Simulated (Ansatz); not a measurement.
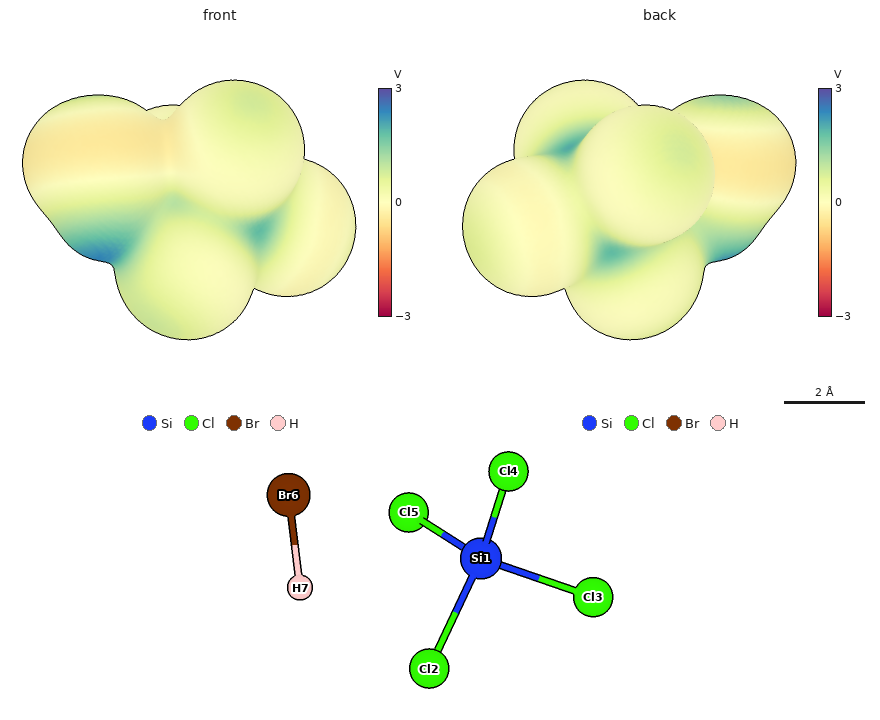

*Cl4Si···HBr. The electrostatic potential painted on the density surface at 0.004 e/bohr³, seen from the front and from behind; red is negative and blue positive. The bare structure is drawn below in the same view.*

Not at a stationary point (largest force 1.4 eV/Å).

The calculation used RKS PBE-D4/def2-SVP (Ansatz).

```json
{"atom": "Si", "x (Å)": "0.2041", "y (Å)": "0.0000", "z (Å)": "-0.0564"}
{"atom": "Cl", "x (Å)": "0.3894", "y (Å)": "0.0000", "z (Å)": "2.0430"}
{"atom": "Cl", "x (Å)": "2.1485", "y (Å)": "0.0000", "z (Å)": "-0.7399"}
{"atom": "Cl", "x (Å)": "-0.6822", "y (Å)": "1.7150", "z (Å)": "-0.7386"}
{"atom": "Cl", "x (Å)": "-0.6822", "y (Å)": "-1.7150", "z (Å)": "-0.7386"}
{"atom": "Br", "x (Å)": "-3.1081", "y (Å)": "0.0000", "z (Å)": "1.1558"}
{"atom": "H", "x (Å)": "-2.1599", "y (Å)": "0.0000", "z (Å)": "2.3240"}
```

Describe the electrostatic potential map.

The most negative region (about −0.4 V) lies over Cl5 and Br6, the most positive (about +2.3 V) over H7. Cl2 shows a σ-hole: about +0.8 V at the tip opposite its bond, against about +0.4 V on its flanks. Cl3 shows a σ-hole: about +0.6 V at the tip opposite its bond, against about −0.1 V on its flanks. Cl4 shows a σ-hole: about +0.7 V at the tip opposite its bond, against about 0.0 V on its flanks. Cl5 shows a σ-hole: about +0.7 V at the tip opposite its bond, against about 0.0 V on its flanks. Br6 shows a σ-hole: about +1.3 V at the tip opposite its bond, against about −0.4 V on its flanks.
